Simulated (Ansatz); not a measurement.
Consider C10H10F2Ti.

| atom | x (Å) | y (Å) | z (Å) |
| --- | --- | --- | --- |
| F | 0.6737 | -0.5263 | -2.1094 |
| Ti | 0.2814 | -0.4468 | -0.3346 |
| F | 0.9548 | -2.0587 | 0.1735 |
| C | -1.8785 | -0.6515 | -1.3950 |
| C | -1.8971 | 0.4806 | -0.5598 |
| C | -1.7754 | 0.0306 | 0.7794 |
| C | -1.6441 | -1.3650 | 0.7556 |
| C | -1.7007 | -1.7866 | -0.5923 |
| C | 0.6639 | 1.7453 | 0.5289 |
| C | 1.5068 | 1.5974 | -0.5813 |
| C | 2.4515 | 0.5898 | -0.2825 |
| C | 2.1977 | 0.1285 | 1.0168 |
| C | 1.0771 | 0.8158 | 1.5173 |
| H | -1.8853 | -0.6371 | -2.4734 |
| H | -2.0018 | 1.5052 | -0.8828 |
| H | -1.7735 | 0.6533 | 1.6602 |
| H | -1.4653 | -2.0022 | 1.6083 |
| H | -1.5538 | -2.7963 | -0.9431 |
| H | -0.1595 | 2.4371 | 0.6128 |
| H | 1.4123 | 2.1120 | -1.5254 |
| H | 3.1877 | 0.1943 | -0.9650 |
| H | 2.7023 | -0.6901 | 1.5050 |
| H | 0.6257 | 0.6706 | 2.4869 |

Geometry: PBE0-D4/def2-TZVP.

Method: RKS PBE0-D4/def2-TZVPP in Ansatz.

### What will maps of the electron density and electron localisation function show?

C–C (1.40 Å): ρ is about 2.1 e/Å³ halfway; the ELF peaks at about 0.95 between the atoms: localised, covalent bonding.
C–H (1.08 Å): the density is about 2.1 e/Å³ at the midpoint; the ELF climbs to about 1 towards the hydrogen, as it does in any bond to H (a covalent bond by its length).

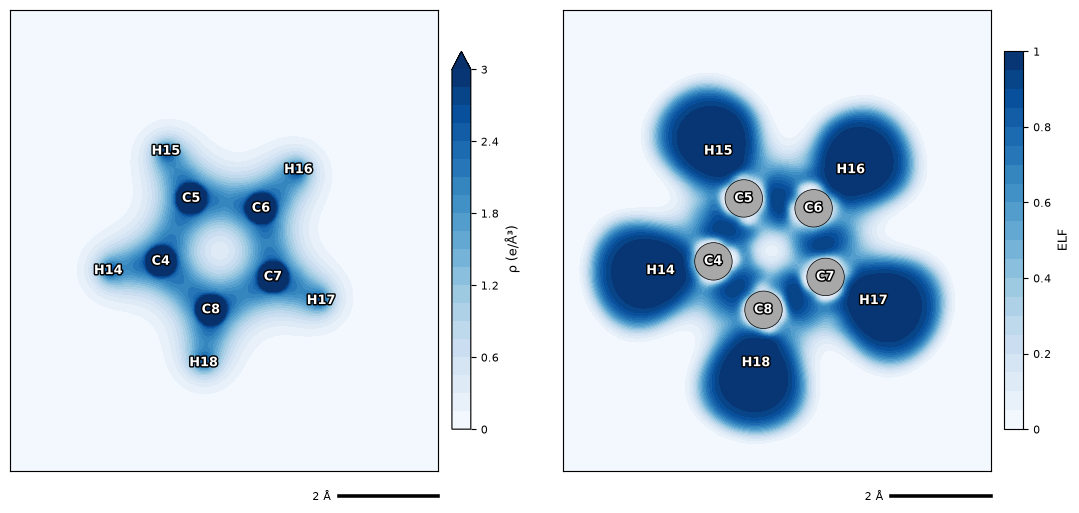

Computed electron density and electron localisation function on the plane of atoms C7, C6 and H16, in this order. Grey discs cover the atomic cores in the ELF map. 
